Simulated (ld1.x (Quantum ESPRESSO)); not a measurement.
# A PAW potential for tungsten, from input to tests

Task: generate the file, and judge it by its errors in other configurations, its logarithmic derivatives, its ghosts and its cutoff.

Method: ld1.x (Quantum ESPRESSO) 7.5, PBEsol, scalar-relativistic.

## Step 1: The atom and the settings

The settings as typed:

```json
{"element": "tungsten (W, Z = 74)", "type": "PAW", "frozen core": "[Kr] 4d10", "valence charge": "28", "reference configuration": "4f14 5s2 5p6 5d4 6s1.75 6p0.25", "partial waves": "5s (bound): rcut 1.35, rcutus 1.55 bohr; 6s (bound): rcut 1.35, rcutus 1.55 bohr; 5p (bound): rcut 1.65, rcutus 2.00 bohr; 6p (bound): rcut 1.65, rcutus 2.00 bohr; 5d (bound): rcut 1.90, rcutus 2.45 bohr; 5d channel at 1.5 Ry: rcut 1.90, rcutus 2.45 bohr; 4f (bound): rcut 1.00, rcutus 1.20 bohr; 4f channel at -2.15 Ry: rcut 1.00, rcutus 1.20 bohr", "local potential": "all-electron potential smoothed inside 2.40 bohr (lloc = -1)", "core correction": "Bessel-smoothed model core inside 0.90 bohr", "augmentation charge": "BESSEL, radius 1.10 bohr"}
```

An earlier all-electron run gives the scale for the radii.

All-electron outer shells of the reference configuration (PBEsol, scalar-relativistic, ld1.x):

```csv
shell,level (eV),outermost node (bohr),outermost maximum (bohr)
4p,-423.71,0.24,0.44
4d,-238.69,0.22,0.45
5s,-79.53,0.53,0.96
5p,-43.64,0.57,1.09
4f,-33.66,–,0.43
6s,-6.03,1.28,2.64
5d,-4.89,0.63,1.49
6p,-1.55,1.54,3.70
```

## Step 2: The generation run

The input, W.in:

```
 &input
   title='W', zed=74., rel=1, dft='PBESOL', iswitch=3,
   config='[Xe] 4f14 5d4 6s1.75 6p0.25',
   nld=4, rlderiv=2.65, eminld=-8.0, emaxld=5.0, deld=0.04
 /
 &inputp
   pseudotype=3, lpaw=.true., tm=.true., lloc=-1, rcloc=2.40,
   nlcc=.true., new_core_ps=.true., rcore=0.90,
   which_augfun='BESSEL', rmatch_augfun=1.10,
   file_pseudopw='W.UPF', file_wfcaegen='ae.wfc', file_wfcncgen='nc.wfc', file_beta='beta', file_chi='chi', file_wfcusgen='us.wfc'
 /
8
5S  1  0   2.00   0.00  1.35  1.55  0.0
6S  2  0   1.75   0.00  1.35  1.55  0.0
5P  2  1   6.00   0.00  1.65  2.00  0.0
6P  3  1   0.25   0.00  1.65  2.00  0.0
5D  3  2   4.00   0.00  1.90  2.45  0.0
5D  3  2   0.00   1.50  1.90  2.45  0.0
4F  4  3  14.00   0.00  1.00  1.20  0.0
4F  4  3   0.00  -2.15  1.00  1.20  0.0
 &test
   configts(1)='4f14 5s2 5p6 5d4 6s1.75 6p0.25'
 /
```

Command:

```bash
ld1.x < W.in > W.out
```

The output, W.out (without the banner and most projector matrices):

```text
     Program LD1 v.7.5
     --------------------------- All-electron run ----------------------------

     W
     scalar relativistic calculation

     atomic number is 74.00
     dft =PBESOL   lsd =0 sic =0 latt =0  beta=0.20 tr2=1.0E-14
     Exchange-correlation= PBESOL
                           (   1   4  10   8   0   0   0)
     mesh =1273 r(mesh) =  99.08072 a.u. xmin = -7.00 dx = 0.01250
     1 Ry =  13.60569312 eV, c = 137.03599908

     n l     nl                  e(Ry)          e(Ha)          e(eV)
     1 0     1S 1( 2.00)     -5106.1713     -2553.0857    -69473.0002
     2 0     2S 1( 2.00)      -881.3578      -440.6789    -11991.4832
     2 1     2P 1( 6.00)      -770.8228      -385.4114    -10487.5778
     3 0     3S 1( 2.00)      -202.9896      -101.4948     -2761.8136
     3 1     3P 1( 6.00)      -170.2631       -85.1316     -2316.5480
     4 0     4S 1( 2.00)       -41.8767       -20.9384      -569.7621
     4 1     4P 1( 6.00)       -31.1421       -15.5711      -423.7100
     3 2     3D 1(10.00)      -132.6232       -66.3116     -1804.4303
     5 0     5S 1( 2.00)        -5.8453        -2.9226       -79.5292
     5 1     5P 1( 6.00)        -3.2078        -1.6039       -43.6441
     4 2     4D 1(10.00)       -17.5432        -8.7716      -238.6872
     4 3     4F 1(14.00)        -2.4739        -1.2369       -33.6585
     5 2     5D 1( 4.00)        -0.3592        -0.1796        -4.8873
     6 0     6S 1( 1.75)        -0.4432        -0.2216        -6.0297
     6 1     6P 1( 0.25)        -0.1139        -0.0570        -1.5503

     final scf error:  2.8E-15 reached in  32 iterations

     Etot =  -32275.456003 Ry,  -16137.728001 Ha, -439129.949779 eV

     Ekin =   35567.015503 Ry,   17783.507752 Ha,  483913.898236 eV
     Encl =  -79816.048618 Ry,  -39908.024309 Ha,-1085952.663782 eV
     Eh   =   12609.418879 Ry,    6304.709439 Ha,  171559.883722 eV
     Exc  =    -635.841767 Ry,    -317.920883 Ha,   -8651.067956 eV

     normalization and overlap integrals

     s(1S/1S) =  1.000000  <r> =   0.0183  <r2> =    0.0005  r(max) =   0.0115
     s(2S/2S) =  1.000000  <r> =   0.0776  <r2> =    0.0071  r(max) =   0.0653
     s(2P/2P) =  1.000000  <r> =   0.0694  <r2> =    0.0059  r(max) =   0.0541
     s(3S/3S) =  1.000000  <r> =   0.2011  <r2> =    0.0462  r(max) =   0.1842
     s(3P/3P) =  1.000000  <r> =   0.2014  <r2> =    0.0470  r(max) =   0.1842
     s(4S/4S) =  1.000000  <r> =   0.4496  <r2> =    0.2282  r(max) =   0.4204
     s(4P/4P) =  1.000000  <r> =   0.4781  <r2> =    0.2601  r(max) =   0.4419
     s(3D/3D) =  1.000000  <r> =   0.1824  <r2> =    0.0390  r(max) =   0.1490
     s(5S/5S) =  1.000000  <r> =   1.0668  <r2> =    1.2791  r(max) =   0.9593
     s(5P/5P) =  1.000000  <r> =   1.2492  <r2> =    1.7712  r(max) =   1.0870
     s(4D/4D) =  1.000000  <r> =   0.5115  <r2> =    0.3032  r(max) =   0.4531
     s(4F/4F) =  1.000000  <r> =   0.6078  <r2> =    0.4645  r(max) =   0.4310
     s(5D/5D) =  1.000000  <r> =   2.0576  <r2> =    5.1756  r(max) =   1.4858
     s(6S/6S) =  1.000000  <r> =   3.1452  <r2> =   11.2902  r(max) =   2.6404
     s(6P/6P) =  1.000000  <r> =   4.7429  <r2> =   26.5298  r(max) =   3.7004

     ------------------------ End of All-electron run ------------------------

     --------------------- Generating PAW atomic setup --------------------

      Generating local potential from pseudized AE potential:
      Matching radius rcloc =   2.4000

      Local pseudo, rcloc= 2.389 Estimated cut-off energy=     4.35 Ry

      Computing core charge for nlcc:

       r > 0.90 : true rho core
      Core charge pseudized with two Bessel functions
      Integrated core pseudo-charge :  13.94
      Wfc-us  5S rcutus= 1.562  Estimated cut-off energy=    22.11 Ry
      Wfc-us  6S rcutus= 1.562  Estimated cut-off energy=    43.17 Ry
      Wfc-us  5P rcutus= 2.006  Estimated cut-off energy=    21.34 Ry
      Wfc-us  6P rcutus= 2.006  Estimated cut-off energy=    39.52 Ry
      Wfc-us  5D rcutus= 2.450  Estimated cut-off energy=    19.33 Ry
      Wfc-us  5D rcutus= 2.450  Estimated cut-off energy=    34.78 Ry
      Wfc-us  4F rcutus= 1.186  Estimated cut-off energy=   115.12 Ry
      Wfc-us  4F rcutus= 1.186  Estimated cut-off energy=   123.00 Ry

     Required augmentation: BESSEL   radius:    1.100000
     Suggested rho cutoff for augmentation: 127.61 Ry

     Estimated PAW energy =-1299.506202 Ryd

     The PAW screened D coefficients
     0.34813     0.42597     0.00000     0.00000     0.00000     0.00000
     0.00000     0.00000
     0.42597     0.07422     0.00000     0.00000     0.00000     0.00000
     0.00000     0.00000
     0.00000     0.00000    -2.26196    -0.28407     0.00000     0.00000
     0.00000     0.00000
     0.00000     0.00000    -0.28407    -0.35548     0.00000     0.00000
     0.00000     0.00000
     0.00000     0.00000     0.00000     0.00000    -0.55106    -0.42784
     0.00000     0.00000
     0.00000     0.00000     0.00000     0.00000    -0.42784    -1.62682
     0.00000     0.00000
     0.00000     0.00000     0.00000     0.00000     0.00000     0.00000
    -7.09004    -3.52196
     0.00000     0.00000     0.00000     0.00000     0.00000     0.00000
    -3.52196    -1.76550

     The PAW descreened D coefficients (US)
    -6.36109    -1.73275     0.00000     0.00000     0.00000     0.00000
     0.00000     0.00000
    -1.73275    -0.65635     0.00000     0.00000     0.00000     0.00000
     0.00000     0.00000
     0.00000     0.00000    -0.06421    -2.61689     0.00000     0.00000
     0.00000     0.00000
     0.00000     0.00000    -2.61689    -1.90292     0.00000     0.00000
     0.00000     0.00000
     0.00000     0.00000     0.00000     0.00000     3.42527    -2.54070
     0.00000     0.00000
     0.00000     0.00000     0.00000     0.00000    -2.54070    -9.14589
     0.00000     0.00000
     0.00000     0.00000     0.00000     0.00000     0.00000     0.00000
    -5.26852    -2.60311
     0.00000     0.00000     0.00000     0.00000     0.00000     0.00000
    -2.60311    -1.30140

     ------------------- End of pseudopotential generation -------------------

     [... the all-electron block is printed once more ...]


     Computing logarithmic derivative in   2.65702
     Computing logarithmic derivative in   2.65702
     Computing the partial wave expansion
     R is outside the sphere for l=    0 j= 0.00
     R is outside the sphere for l=    0 j= 0.00
     R is outside the sphere for l=    1 j= 0.00
     R is outside the sphere for l=    1 j= 0.00
     R is outside the sphere for l=    2 j= 0.00
     R is outside the sphere for l=    2 j= 0.00
     R is outside the sphere for l=    3 j= 0.00
     R is outside the sphere for l=    3 j= 0.00

     ---------------------- Testing the pseudopotential ----------------------

     W
     scalar relativistic calculation

     atomic number is 74.00   valence charge is 28.00
     dft = SLA  PW   PSX  PSC   lsd =0 sic =0 latt =0  beta=0.20 tr2=1.0E-14
     mesh =1273 r(mesh) =  99.08072 xmin = -7.00 dx = 0.01250

     n l     nl             e AE (Ry)        e PS (Ry)    De AE-PS (Ry)
     4 3     4F   1(14.00)       -2.47386       -2.47373       -0.00013
     1 0     5S   1( 2.00)       -5.84529       -5.84524       -0.00005
     2 1     5P   1( 6.00)       -3.20778       -3.20773       -0.00006
     3 2     5D   1( 4.00)       -0.35921       -0.35918       -0.00003
     2 0     6S   1( 1.75)       -0.44318       -0.44317       -0.00000
     3 1     6P   1( 0.25)       -0.11395       -0.11395        0.00000

     eps = 3.0E-15  iter =  8

     Etot =  -32275.456003 Ry,  -16137.728001 Ha, -439129.949779 eV
     Etotps = -1299.506067 Ry,    -649.753034 Ha,  -17680.680761 eV

     Ekin =    1282.341148 Ry,     641.170574 Ha,   17447.140139 eV
     Encl =   -2642.370156 Ry,   -1321.185078 Ha,  -35951.277460 eV
     Ehrt =     696.364947 Ry,     348.182473 Ha,    9474.527770 eV
     Ecxc =    -635.842006 Ry,    -317.921003 Ha,   -8651.071210 eV
     (Ecc =     -44.238210 Ry,     -22.119105 Ha,    -601.891513 eV)

     ---------------------- End of pseudopotential test ----------------------
```

Run time: 2.2 s. Hardware: 1 thread of Neoverse-V1, shared host. (Generation and the later configuration tests together.)

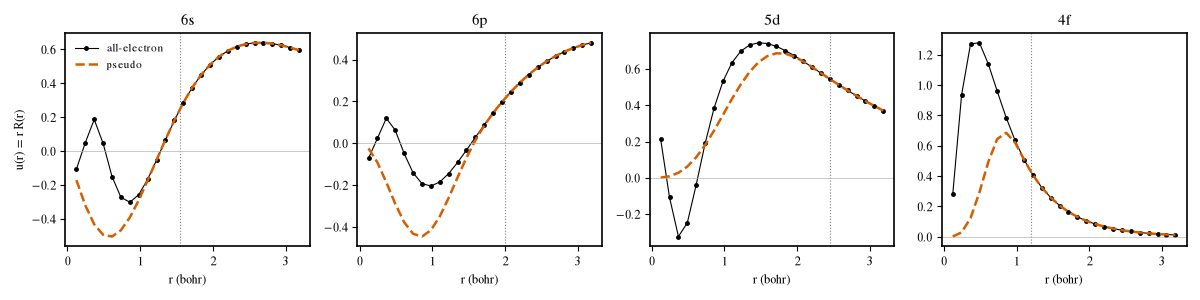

All-electron and pseudo partial waves (6s, 6p, 5d, 4f), with the matching radii dotted. The curves join 26 sampled radii, too few to resolve the innermost nodes.

## Step 3: Testing the new file in other configurations

The input, W.test.in:

```
 &input
   title='W', zed=74., rel=1, dft='PBESOL', iswitch=2,
   config='[Xe] 4f14 5d4 6s1.75 6p0.25'
 /
 &test
   file_pseudo='W.UPF', nconf=8,
   configts(1)='4f14 5s2 5p6 5d4 6s1.75 6p0.25',
   configts(2)='4f14 5s2 5p6 5d4 6s2 6p0',
   configts(3)='4f14 5s2 5p6 5d4 6s1 6p0',
   configts(4)='4f14 5s2 5p6 5d4 6s0 6p0',
   configts(5)='4f13 5s2 5p6 5d4 6s2 6p0',
   configts(6)='4f14 5s2 5p6 5d3 6s0 6p0',
   configts(7)='4f14 5s2 5p6 5d2 6s0 6p0',
   configts(8)='4f14 5s2 5p5 5d4 6s2 6p0'
 /
```

Command:

```bash
ld1.x < W.test.in > W.test.out
```

W.test.out, the pseudopotential blocks, each with the warnings that came before it:

```text
     ---------------------- Testing the pseudopotential ----------------------

     W
     scalar relativistic calculation

     atomic number is 74.00   valence charge is 28.00
     dft =SLA  PW   PSX  PSC   lsd =0 sic =0 latt =0  beta=0.20 tr2=1.0E-14
     mesh =1273 r(mesh) =  99.08072 xmin = -7.00 dx = 0.01250

     n l     nl             e AE (Ry)        e PS (Ry)    De AE-PS (Ry)
     4 3     4F   1(14.00)       -2.47386       -2.47373       -0.00013
     1 0     5S   1( 2.00)       -5.84529       -5.84524       -0.00005
     2 1     5P   1( 6.00)       -3.20778       -3.20773       -0.00006
     3 2     5D   1( 4.00)       -0.35921       -0.35918       -0.00003
     2 0     6S   1( 1.75)       -0.44318       -0.44317       -0.00000
     3 1     6P   1( 0.25)       -0.11395       -0.11395        0.00000

     eps = 3.0E-15  iter =  8

     Etot =  -32275.456003 Ry,  -16137.728001 Ha, -439129.949780 eV
     Etotps = -1299.506068 Ry,    -649.753034 Ha,  -17680.680775 eV

     Ekin =    1282.341149 Ry,     641.170575 Ha,   17447.140158 eV
     Encl =   -2642.370159 Ry,   -1321.185080 Ha,  -35951.277502 eV
     Ehrt =     696.364948 Ry,     348.182474 Ha,    9474.527780 eV
     Ecxc =    -635.842006 Ry,    -317.921003 Ha,   -8651.071211 eV
     (Ecc =     -44.238210 Ry,     -22.119105 Ha,    -601.891513 eV)

     ---------------------- End of pseudopotential test ----------------------

     ---------------------- Testing the pseudopotential ----------------------

     W
     [...]
     n l     nl             e AE (Ry)        e PS (Ry)    De AE-PS (Ry)
     4 3     4F   1(14.00)       -2.44296       -2.44365        0.00068
     1 0     5S   1( 2.00)       -5.81428       -5.81441        0.00013
     2 1     5P   1( 6.00)       -3.17670       -3.17683        0.00013
     3 2     5D   1( 4.00)       -0.33160       -0.33168        0.00007
     2 0     6S   1( 2.00)       -0.42231       -0.42230       -0.00001
     3 1     6P   1( 0.00)       -0.09787       -0.09781       -0.00005

     eps = 3.2E-15  iter = 15

     Etot =  -32275.537659 Ry,  -16137.768830 Ha, -439131.060774 eV
     Etotps = -1299.587746 Ry,    -649.793873 Ha,  -17681.792061 eV
     dEtot_ae =      -0.081657 Ry
     dEtot_ps =      -0.081678 Ry,   Delta E=       0.000021 Ry

     [...]
     ---------------------- End of pseudopotential test ----------------------

     Warning: n=4, l=3 expected 0 nodes, found 1
     ---------------------- Testing the pseudopotential ----------------------

     W
     [...]
     n l     nl             e AE (Ry)        e PS (Ry)    De AE-PS (Ry)
     4 3     4F   1(14.00)       -2.99442       -2.99558        0.00116
     1 0     5S   1( 2.00)       -6.36615       -6.36625        0.00010
     2 1     5P   1( 6.00)       -3.73018       -3.73032        0.00014
     3 2     5D   1( 4.00)       -0.86540       -0.86549        0.00009
     2 0     6S   1( 1.00)       -0.89848       -0.89845       -0.00003
     3 1     6P   1( 0.00)       -0.49824       -0.49812       -0.00012

     eps = 3.1E-15  iter = 15

     Etot =  -32274.881712 Ry,  -16137.440856 Ha, -439122.136149 eV
     Etotps = -1298.931594 Ry,    -649.465797 Ha,  -17672.864654 eV
     dEtot_ae =       0.574291 Ry
     dEtot_ps =       0.574474 Ry,   Delta E=      -0.000183 Ry

     [...]
     ---------------------- End of pseudopotential test ----------------------

     ---------------------- Testing the pseudopotential ----------------------

     W
     [...]
     n l     nl             e AE (Ry)        e PS (Ry)    De AE-PS (Ry)
     4 3     4F   1(14.00)       -3.62544       -3.62638        0.00094
     1 0     5S   1( 2.00)       -6.99639       -6.99633       -0.00006
     2 1     5P   1( 6.00)       -4.36014       -4.36016        0.00001
     3 2     5D   1( 4.00)       -1.46302       -1.46304        0.00002
     2 0     6S   1( 0.00)       -1.41469       -1.41462       -0.00008
     3 1     6P   1( 0.00)       -0.94600       -0.94588       -0.00012

     eps = 5.5E-16  iter = 19

     Etot =  -32273.728137 Ry,  -16136.864069 Ha, -439106.440969 eV
     Etotps = -1297.777686 Ry,    -648.888843 Ha,  -17657.164936 eV
     dEtot_ae =       1.727866 Ry
     dEtot_ps =       1.728382 Ry,   Delta E=      -0.000517 Ry

     [...]
     ---------------------- End of pseudopotential test ----------------------
```

4 tests gave no usable energy difference (4f13 5s2 5p6 5d4 6s2 6p0; 4f14 5s2 5p6 5d3 6s0 6p0; 4f14 5s2 5p6 5d2 6s0 6p0; 4f14 5s2 5p5 5d4 6s2 6p0); the test run stopped with "negative rho".

Excitation and ionisation energies from 4f14 5s2 5p6 5d4 6s1.75 6p0.25, with the error of the potential. A star marks tests that logged a warning.

| valence configuration | charge | ΔE all-electron (eV) | error AE − PS (meV) |
| --- | --- | --- | --- |
| 4f14 5s2 5p6 5d4 6s2 6p0 | 0 | -1.111 | +0.3 |
| 4f14 5s2 5p6 5d4 6s1 6p0 * | +1 | 7.814 | -2.5 |
| 4f14 5s2 5p6 5d4 6s0 6p0 | +2 | 23.509 | -7.0 |

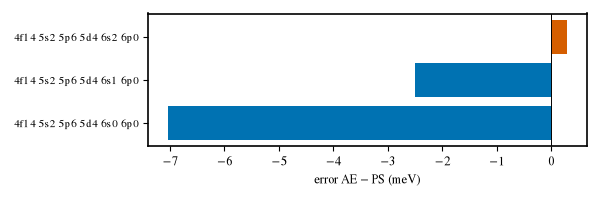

Error of the potential in each test configuration.

## Step 4: Scattering by logarithmic derivatives

Taken from the files of the generation run. The phase is arctan(r·u′/u) with u = r·R, unwrapped, with energies in Ry. A pole is an energy at which the radial function vanishes at the test radius. The pseudo phase is shifted by a multiple of π to meet the all-electron one at the reference energy. Levels narrower than the energy grid can be missing from the poles. The last column is the largest difference on the grid between −1 and +1 Ry.

| channel | radius (bohr) | reference (Ry) | poles AE | poles PS | window around the reference with phases within 0.05 rad (Ry) | largest difference near zero (rad) |
| --- | --- | --- | --- | --- | --- | --- |
| s | 2.66 | -0.44 | -5.82, 2.08 | -5.82, 2.06 | the whole range | 0.001 |
| p | 2.66 | -0.11 | -3.12, 3.75 | -3.12, 3.61 | the whole range | 0.005 |
| d | 2.66 | -0.36 | 0.24 | 0.23 | below 2.8 | 0.002 |
| f | 2.66 | -2.47 | -2.46, 3.74 | -2.46, 3.97 | below 1.5 | 0.005 |

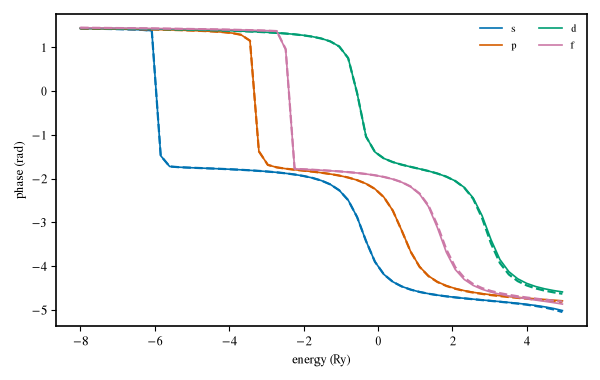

All-electron (solid) and pseudo (dashed) phases against energy.

## Step 5: Cutoff and ghost test in a Bessel basis

This step uses the generator's waves and projectors in a separate script. Basis: spherical Bessel functions vanishing at 20 bohr, q² up to the cutoff; potential fixed at the reference.

All-electron valence levels (Ry): 5s -5.8453, 6s -0.4432, 5p -3.2078, 6p -0.1139, 5d -0.3592, 4f -2.4739. The lowest levels of each channel (Ry) by cutoff; the last column sums, over occupied levels, occupation times the distance from the level at 400 Ry. A positive value at high cutoff is not a bound level.

| cutoff (Ry) | s #1 | s #2 | p #1 | p #2 | d #1 | f #1 | Σ f·Δε (mRy) |
| --- | --- | --- | --- | --- | --- | --- | --- |
| 8 | -5.4797 | -0.3743 | -2.9878 | -0.0727 | -0.3050 | 0.0971 | 38394.5 |
| 21 | -5.8426 | -0.4393 | -3.2069 | -0.1004 | -0.3591 | 0.0971 | 36016.4 |
| 45 | -5.8452 | -0.4435 | -3.2078 | -0.1139 | -0.3594 | -1.4238 | 14701.6 |
| 90 | -5.8453 | -0.4435 | -3.2078 | -0.1141 | -0.3594 | -2.4672 | 94.1 |
| 140 | -5.8453 | -0.4435 | -3.2078 | -0.1141 | -0.3594 | -2.4732 | 9.8 |
| 160 | -5.8453 | -0.4435 | -3.2078 | -0.1141 | -0.3594 | -2.4737 | 2.9 |
| 230 | -5.8453 | -0.4435 | -3.2078 | -0.1141 | -0.3594 | -2.4738 | 0.6 |
| 300 | -5.8453 | -0.4435 | -3.2078 | -0.1141 | -0.3594 | -2.4739 | 0.1 |
| 400 | -5.8453 | -0.4435 | -3.2078 | -0.1141 | -0.3594 | -2.4739 | 0.0 |

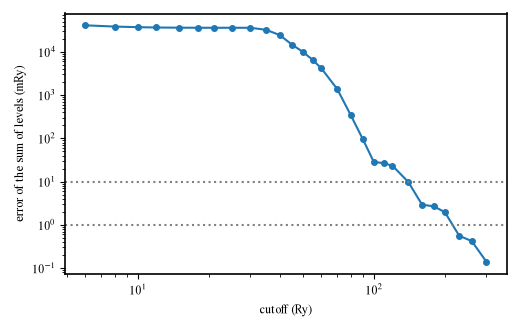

Occupation-weighted error of the valence levels against the cutoff; the dotted lines mark 10 and 1 mRy.

The sum stays within 10 mRy from 140 Ry and within 1 mRy from 230 Ry. The sum leaves out empty levels, which can need more. Ghost test: no level below the all-electron spectrum of its channel (s, p, d, f tested).

## Step 6: Outcome

```
                                                quantity                                                      value
               cutoffs for 10 and 1 mRy, occupied levels                                          140 Ry and 230 Ry
                                            bound ghosts                                                 none found
                            largest test error (AE − PS)  -7.0 meV, for 4f14 5s2 5p6 5d4 6s0 6p0 (4 tests unsolved)
largest phase difference near zero energy, channels read                                                  0.005 rad
         lowest eigenvalue of the overlap (Bessel basis)                                                  0.104 (p)
```

In words: By total energies transferability is good where solved: the largest error is 7.0 meV on 23.5 eV, for 4f14 5s2 5p6 5d4 6s0 6p0. The test run broke off, so later configurations gave nothing; the verdict rests on few tests. The potential is very hard: the looser tolerance needs 140 Ry. The slowest occupied level is 4f: taken alone it needs 140 Ry to come within 1 mRy, against 35 Ry for 6p. No bound ghost shows below the valence levels. Near zero energy the phases of the channels with partial waves agree within 0.005 rad. All of this concerns the isolated atom, not yet a solid.
